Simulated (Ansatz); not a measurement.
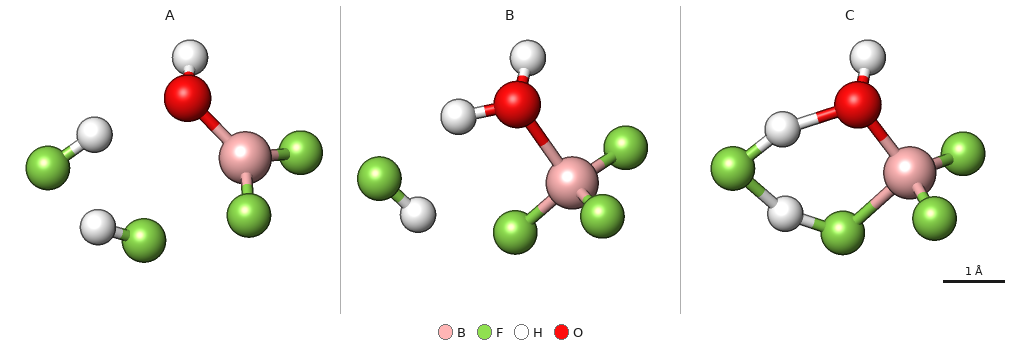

Three geometries of BH$_{3}$OF$_{4}$: a saddle point and the two minima that it joins, in shuffled order. Style: ball-and-stick. Shown face on. Sticks join atoms that are closer than about 1.2 times the sum of their covalent radii (a little more with hydrogen).

Stationary points at PBE0-D4/def2-TZVP, single-point energies with CCSD(T)/CBS, CCSD(T), CAM-B3LYP-D4 (def2-TZVPP where no basis is named; Ansatz 0.2.0). The energies are electronic, without zero-point or thermal terms, and both ends are the minima reached downhill from the saddle, with any fragments still in contact. CCSD(T)/CBS stands for a frozen-core estimate: MP2 correlation extrapolated from def2-TZVPP and def2-QZVPP, CCSD(T) minus MP2 from the smaller set.

### Identify the saddle point and describe the reaction.

Frame C is the saddle point. Counted by bonded pieces, B holds BF₃ + HF + H₂O and A holds BHOF₂ + HF + HF. From B over the saddle to A, bonds form: B–O (1.66 → 1.46 → 1.37 Å), F–H (1.66 → 1.05 → 0.94 Å), F–H (1.70 → 1.07 → 0.95 Å). Bonds break: B–F (1.40 → 1.66 → 2.54 Å), H–O (0.98 → 1.30 → 1.66 Å), F–H (0.94 → 1.27 → 1.71 Å). The saddle has one imaginary mode, 489i cm⁻¹. With CCSD(T)/CBS the barrier is 16.7 kcal/mol from B and 8.6 kcal/mol from A, and A lies 8.1 kcal/mol above B.

```tsv
level	barrier from B (kcal/mol)	barrier from A (kcal/mol)	A less B (kcal/mol)
CCSD(T)/CBS	16.7	8.6	8.1
CCSD(T)	15.8	7.2	8.6
CAM-B3LYP-D4	14.1	5.6	8.5
```

Against CCSD(T)/CBS, CCSD(T) comes closest on the barrier from B (−0.8 kcal/mol) and CAM-B3LYP-D4 misses most (−2.5 kcal/mol).
